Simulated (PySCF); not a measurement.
# ZrCl₂: triplet, from a linear start

Where does triplet ZrCl₂ go from a linear start, is the end point a minimum, and what are its modes, charges and moments?

Method: PBE, basis Zr def2-TZVP with ECP28, Cl def2-TZVP, scalar-relativistic core potentials, no spin–orbit coupling, density fitting; program: PySCF 2.14.0.

## (1) The starting structure

3 atoms, charge 0, spin multiplicity 3.

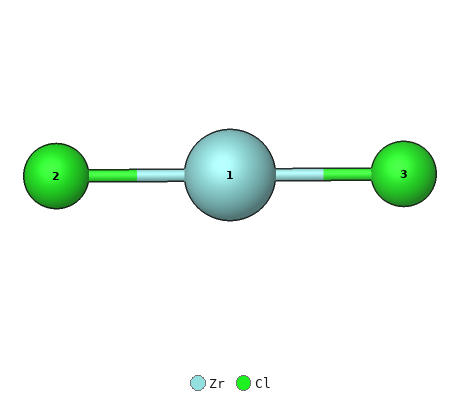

Start geometry, drawn with zirconium light teal, chlorine green; atoms are numbered from 1 in the order of the file.

```xyz
3
charge 0 multiplicity 3
Zr    0.0000    0.0000    0.0000
Cl    0.0000    0.0000    2.5300
Cl    0.0000    0.0000   -2.5300
```

## (2) The SCF at the typed geometry

One driver script runs all steps and calls PySCF; scf.py shows how it sets up the SCF of each step. The optimiser is the driver's own. After this first run the driver tries any further starts and a stability analysis.

scf.py

```python
from pyscf import gto, scf, dft
mol = gto.M(atom='''
Zr     0.000000     0.000000     0.000000
Cl     0.000000     0.000000     2.530000
Cl     0.000000     0.000000    -2.530000''',
    basis={'Zr': 'def2-TZVP', 'Cl': 'def2-TZVP'},
    ecp={'Zr': 'def2-TZVP'},
    charge=0, spin=2)
mf = dft.UKS(mol, xc='PBE')
mf.grids.atom_grid = (50, 194)
aux = {'Zr': 'def2-universal-JKFIT', 'Cl': 'def2-universal-JKFIT'}
mf = mf.density_fit(auxbasis=aux)
mf.conv_tol = 1e-08
mf.diis_space = 10
mf.max_cycle = 60
mf.init_guess = 'minao'
mf.verbose = 4
mf.kernel()
```

Launch:

```console
$ OMP_NUM_THREADS=4 python axn.py task.json out
```

Log:

```text
init E= -961.831603072181
[... the frontier-level lines of each cycle are left out ...]
cycle= 1 E= -962.232277679472  delta_E= -0.401  |g|= 2.96  |ddm|= 3.46
cycle= 2 E= -936.840774202847  delta_E= 25.4  |g|= 4.16  |ddm|= 7.35
cycle= 3 E= -957.36392582754  delta_E= -20.5  |g|=  3.8  |ddm|= 7.92
cycle= 4 E= -955.716408042645  delta_E= 1.65  |g|= 4.01  |ddm|= 0.44
cycle= 5 E= -953.426962687391  delta_E= 2.29  |g|= 4.28  |ddm|= 0.559
cycle= 6 E= -957.505563539137  delta_E= -4.08  |g|= 3.63  |ddm|= 1.06
cycle= 7 E= -966.970068677758  delta_E= -9.46  |g|= 0.559  |ddm|= 3.13
cycle= 8 E= -967.110239610642  delta_E= -0.14  |g|= 0.372  |ddm|= 1.17
cycle= 9 E= -967.187262652058  delta_E= -0.077  |g|= 0.0474  |ddm|= 0.439
cycle= 10 E= -967.188755977769  delta_E= -0.00149  |g|= 0.018  |ddm|= 0.138
cycle= 11 E= -967.188933153464  delta_E= -0.000177  |g|= 0.00648  |ddm|= 0.0285
cycle= 12 E= -967.188972262569  delta_E= -3.91e-05  |g|= 0.00221  |ddm|= 0.0188
cycle= 13 E= -967.188977687092  delta_E= -5.42e-06  |g|= 0.000584  |ddm|= 0.009
cycle= 14 E= -967.188978092536  delta_E= -4.05e-07  |g|= 8.75e-05  |ddm|= 0.00324
cycle= 15 E= -967.188978108934  delta_E= -1.64e-08  |g|= 2.3e-05  |ddm|= 0.000788
cycle= 16 E= -967.188978109734  delta_E= -8e-10  |g|= 1.12e-05  |ddm|= 0.000146
Extra cycle  E= -967.188978109627  delta_E= 1.07e-10  |g|= 2.38e-05  |ddm|= 6e-05
converged SCF energy = -967.188978109627  <S^2> = 2.0068814  2S+1 = 3.0045841
```

This step, with its further starts and checks, needed 13 s of wall time on 4 threads of Arm Neoverse V1, shared host.

Energies from each starting density:

```csv
start,energy (Eh)
the minimal-basis guess,-967.188978
a thermally smeared density,-967.188974
a smeared PBE density,-967.188974
```

The test of internal stability and the other starts found no lower solution of this spin.

## (3) Linear start, triplet: relaxation

The program finds D∞h symmetry in the start, which this walk keeps.

Changes to scf.py since step 2:

```diff
@@ -16 +15,0 @@
-mf.init_guess = 'minao'
```

Steps of the walk:

| step | energy (Eh) | change (kJ/mol) | largest symmetric gradient (Eh/bohr) |
| --- | --- | --- | --- |
| 0 | -967.188978 | 0.00 | 0.03389 |
| 1 | -967.198301 | -24.48 | 0.01727 |
| 2 | -967.200397 | -29.98 | 0.00684 |
| 3 | -967.200677 | -30.71 | 0.00099 |
| 4 | -967.200683 | -30.73 | 0.00005 |

The walk took 7.3 s.

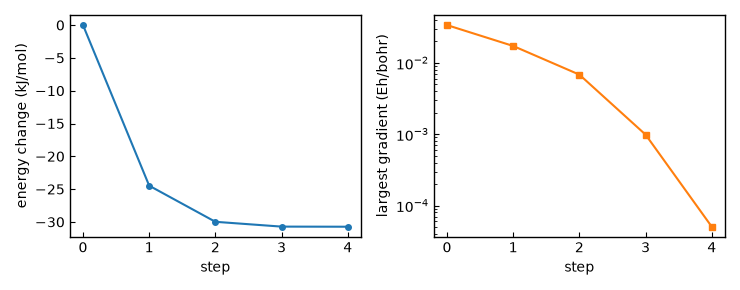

Energy and largest gradient along the walk.

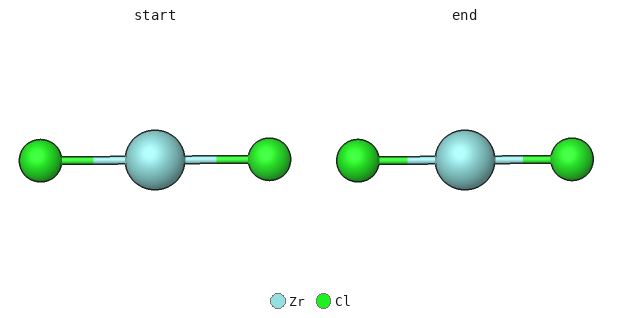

The geometry along the walk, at one scale.

After 4 steps and 30.7 kJ/mol it ends at D∞h: Zr–Cl 2.366 Å (×2); Cl–Zr–Cl 180.0°.

## (4) Hessian and properties

On the finer grid the gradient is checked again; gradients at displacements of ±0.02 bohr then give force constants and infrared intensities.

Changes to scf.py since step 3:

```diff
@@ -3,3 +3,3 @@
-Zr     0.000000     0.000000     0.000000
-Cl     0.000000     0.000000     2.530000
-Cl     0.000000     0.000000    -2.530000''',
+Zr     0.000000    -0.000000    -0.000000
+Cl     0.000000    -0.000000     2.366448
+Cl    -0.000000     0.000000    -2.366448''',
@@ -10 +10 @@
-mf.grids.atom_grid = (50, 194)
+mf.grids.atom_grid = (75, 302)
@@ -13 +13 @@
-mf.conv_tol = 1e-08
+mf.conv_tol = 1e-10
```

This SCF starts from the last density.

Log of the central SCF (cycles and frontier levels):

```text
init E= -967.20072739618
[... the frontier-level lines of each cycle are left out ...]
cycle= 1 E= -967.200727396181  delta_E= -1.36e-12  |g|= 1.64e-06  |ddm|= 5.73e-06
Extra cycle  E= -967.200727396173  delta_E= 8.19e-12  |g|= 4.27e-06  |ddm|= 7.96e-06
converged SCF energy = -967.200727396173  <S^2> = 2.0055087  2S+1 = 3.0036703
```

The whole step took 21 s.

Geometry: D∞h; Zr–Cl 2.366 Å (×2); Cl–Zr–Cl 180.0°.

Modes, for the most abundant isotopes:

| ω (cm⁻¹) | IR (km/mol) | μ (u) | type |
| --- | --- | --- | --- |
| 49i | 4.2 | 47.73 | bend |
| 49i | 4.2 | 47.73 | bend |
| 340 | 0.0 | 34.97 | stretch |
| 399 | 163 | 47.73 | stretch |

2 modes are imaginary, the largest at 49i cm⁻¹: a saddle point, not a minimum.

Here the density breaks the symmetry of the frame, and no labels are given; pairs that should be degenerate can split.

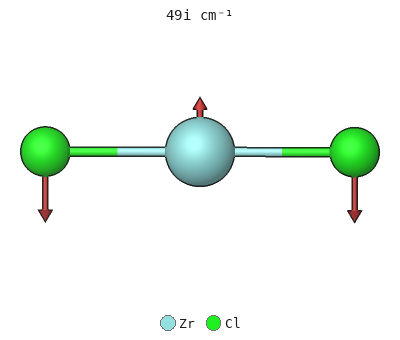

The imaginary mode, as arrows.

Constants and moments:

| Quantity | Value |
| --- | --- |
| Dipole moment | 0.00 D |
| Highest occupied level | -4.80 eV |
| Lowest empty level | -4.14 eV |
| Rotational constants | 0.04304 cm⁻¹ |
| Zero-point energy (real modes) | 4.4 kJ/mol |
| Principal polarisabilities | 75.8, 75.8, 99.6 bohr³ |
| Atomisation energy without zero-point energy | 1011 kJ/mol |
| Principal traceless quadrupole moments about the centre of mass | -11.54, 5.77, 5.77 D Å |
| Spin squared ⟨S²⟩ | 2.006 |

Populations by atom (charges in e):

| atom | Mulliken | Löwdin | polar tensor | spin (Mulliken) | Mayer order to Zr1 |
| --- | --- | --- | --- | --- | --- |
| Zr1 | 0.73 | -0.11 | 1.13 | 2.10 | – |
| Cl2,3 | -0.36 | 0.05 | -0.56 | -0.05 | 1.12 |

Outer orbital energies (eV). α occupied: -9.64, -8.44, -8.44, -8.13, -8.04, -8.04, -5.00, -4.80; empty: -4.14, -3.25, -3.25, -1.33. β occupied: -20.05, -19.66, -9.56, -8.40, -8.40, -8.13, -8.05, -8.05; empty: -3.52, -3.23, -2.71, -2.68.

Mulliken populations on Zr1 (outside its core potential): s 2.73, p 6.22, d 2.29, f 0.04.

## (5) Following the imaginary mode

The start is the last point, displaced along its most imaginary mode.

The program finds C2v symmetry in the start, which this walk keeps. Threshold on the gradient: 0.0003 Eh/bohr, with a further test on the energy change.

Changes to scf.py since step 4:

```diff
@@ -3,3 +3,3 @@
-Zr     0.000000    -0.000000    -0.000000
-Cl     0.000000    -0.000000     2.366448
-Cl    -0.000000     0.000000    -2.366448''',
+Zr    -0.000337    -0.194477    -0.000000
+Cl     0.000433     0.250000     2.366448
+Cl     0.000433     0.250000    -2.366448''',
@@ -10 +10 @@
-mf.grids.atom_grid = (75, 302)
+mf.grids.atom_grid = (50, 194)
@@ -13 +13 @@
-mf.conv_tol = 1e-10
+mf.conv_tol = 1e-08
```

Steps of the walk:

```csv
step,energy (Eh),change (kJ/mol),largest symmetric gradient (Eh/bohr)
0,-967.200454,0.00,0.01227
1,-967.201477,-2.69,0.00473
2,-967.201701,-3.27,0.00198
3,-967.201782,-3.49,0.00224
4,-967.201991,-4.04,0.00274
5,-967.202145,-4.44,0.00300
6,-967.202321,-4.90,0.00306
7,-967.202509,-5.40,0.00299
8,-967.202693,-5.88,0.00274
9,-967.203144,-7.06,0.00120
10,-967.203183,-7.17,0.00147
11,-967.203205,-7.22,0.00014
12,-967.203205,-7.22,0.00001
```

The walk took 64 s.

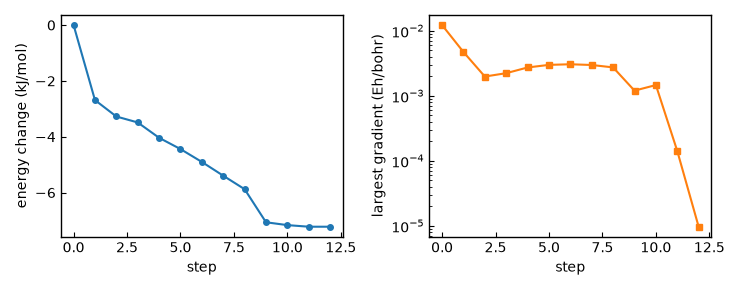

How energy and gradient fall.

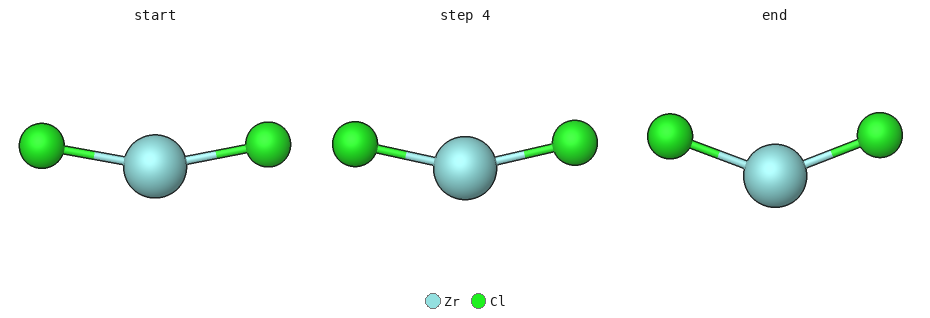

Start and end of the relaxation, with a step between.

After 12 steps and 7.2 kJ/mol it ends at C2v: Zr–Cl 2.347 Å (×2); Cl–Zr–Cl 138.1°.

## (6) Hessian and properties

As before: finer grid, then central differences.

Changes to scf.py since step 5:

```diff
@@ -3,3 +3,3 @@
-Zr    -0.000337    -0.194477    -0.000000
-Cl     0.000433     0.250000     2.366448
-Cl     0.000433     0.250000    -2.366448''',
+Zr    -0.000650    -0.374856    -0.000000
+Cl     0.000824     0.475690     2.187932
+Cl     0.000824     0.475690    -2.187932''',
@@ -10 +10 @@
-mf.grids.atom_grid = (50, 194)
+mf.grids.atom_grid = (75, 302)
@@ -13 +13 @@
-mf.conv_tol = 1e-08
+mf.conv_tol = 1e-10
```

Log of the central SCF (cycles and frontier levels):

```text
init E= -967.202899278317
[... the frontier-level lines of each cycle are left out ...]
cycle= 1 E= -967.202899278131  delta_E= 1.86e-10  |g|= 1.87e-05  |ddm|= 2.83e-05
cycle= 2 E= -967.202899276791  delta_E= 1.34e-09  |g|= 4.94e-05  |ddm|= 7.04e-05
cycle= 3 E= -967.202899278353  delta_E= -1.56e-09  |g|= 3.04e-06  |ddm|= 5.1e-05
cycle= 4 E= -967.202899278357  delta_E= -4.32e-12  |g|= 1.34e-07  |ddm|= 2.86e-06
Extra cycle  E= -967.202899278357  delta_E= 6.82e-13  |g|= 1.44e-07  |ddm|= 1.1e-06
converged SCF energy = -967.202899278357  <S^2> = 2.004937  2S+1 = 3.0032895
```

The whole step needed 33 s of wall time on 4 threads of Arm Neoverse V1, shared host.

Geometry: C2v; Zr–Cl 2.347 Å (×2); Cl–Zr–Cl 137.5°.

Modes, for the most abundant isotopes:

```json
{"symmetry": "a1", "ω (cm⁻¹)": "57", "IR (km/mol)": "3.7", "type": "bend"}
{"symmetry": "a1", "ω (cm⁻¹)": "361", "IR (km/mol)": "13.1", "type": "stretch"}
{"symmetry": "b2", "ω (cm⁻¹)": "401", "IR (km/mol)": "115", "type": "stretch"}
```

No imaginary mode, so this is a minimum.

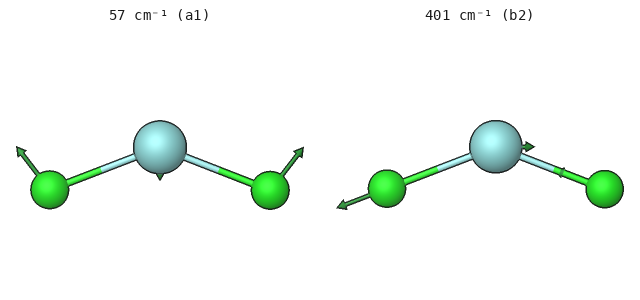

How the atoms move in 2 of the modes.

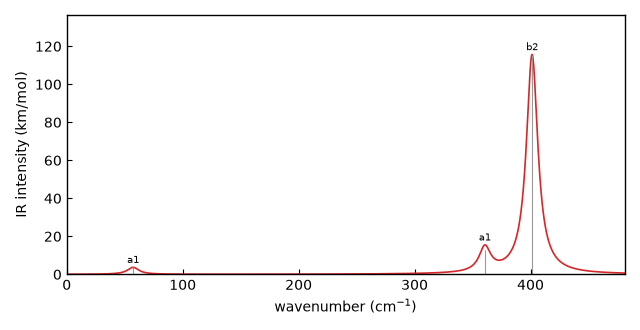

The harmonic infrared spectrum (widths in cm⁻¹). Lines are broadened to a width of 12 cm⁻¹ (Lorentzian).

Properties at this point:

- Dipole moment: 1.75 D
- Highest occupied level: -4.49 eV
- Lowest empty level: -3.85 eV
- Rotational constants: 0.5924, 0.05035, 0.04641 cm⁻¹
- Zero-point energy: 4.9 kJ/mol
- Principal polarisabilities: 86.4, 87.3, 96.0 bohr³
- Atomisation energy without zero-point energy: 1017 kJ/mol
- Principal traceless quadrupole moments about the centre of mass: -8.17, 2.85, 5.33 D Å
- Entropy at 298.15 K and 1 bar (electronic part: spin only): 314.4 J/(mol K)
- Heat capacity Cp at 298.15 K: 54.2 J/(mol K)
- Enthalpy at 298.15 K above 0 K: 13.79 kJ/mol
- Rotational symmetry number: 2
- Spin squared ⟨S²⟩: 2.005

Charges (e) and bond orders:

```tsv
atom	Mulliken	Löwdin	polar tensor	spin (Mulliken)	Mayer order to Zr1
Zr1	0.70	-0.16	1.08	2.08	–
Cl2,3	-0.35	0.08	-0.54	-0.04	1.15
```

Outer orbital energies (eV). α occupied: -9.49, -8.79, -8.42, -8.24, -8.15, -8.09, -4.79, -4.49; empty: -3.85, -3.18, -2.94, -1.51. β occupied: -20.03, -19.76, -9.42, -8.72, -8.37, -8.21, -8.12, -8.09; empty: -3.26, -2.95, -2.58, -2.46.

Mulliken populations on Zr1 (outside its core potential): s 2.70, p 6.22, d 2.34, f 0.04.

## (7) The points found, side by side

| spin | group | bonds | imaginary modes (cm⁻¹) | ΔE (kJ/mol) | with zero-point energy |
| --- | --- | --- | --- | --- | --- |
| triplet | C2v | Zr–Cl 2.347 Å (×2) | none | 0.0 | 0.0 |
| triplet | D∞h (density of lower symmetry) | Zr–Cl 2.366 Å (×2) | 49i, 49i | 5.7 | – |

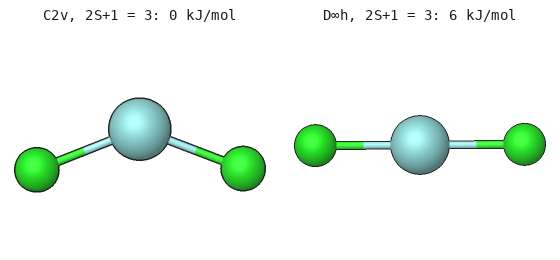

The points, lowest first (zirconium light teal, chlorine green).

## (8) Outcome

| quantity | value |
| --- | --- |
| minimum | triplet, C2v |
| geometry | Zr–Cl 2.347 Å (×2); Cl–Zr–Cl 137.5° |
| wavenumbers (cm⁻¹) | 57 (a1), 361 (a1), 401 (b2) |
| dipole moment | 1.75 D |
| highest occupied, lowest empty level (either spin) | -4.49, -3.85 eV |
| polar-tensor charge of Zr1 | +1.08 e |
| zero-point energy | 4.9 kJ/mol |
| entropy at 298.15 K | 314.4 J/(mol K) |
| atomisation energy (no zero-point energy) | 1017 kJ/mol |
| ⟨S²⟩ | 2.005 |

In words: The linear start (D∞h) ends in a minimum of C2v symmetry, after a stop at a second-order saddle point 5.7 kJ/mol higher, from which it was pushed off along an imaginary mode. The strongest infrared band lies at 401 cm⁻¹ (b2, stretch). Most of the spin sits on Zr1 (Mulliken spin 2.08, against 2 for the whole molecule). Only this shape and spin were tried, so other structures or states may lie lower. One determinant may miss the lowest occupation of an open d or f shell.

The search up to here took 2.3 min.
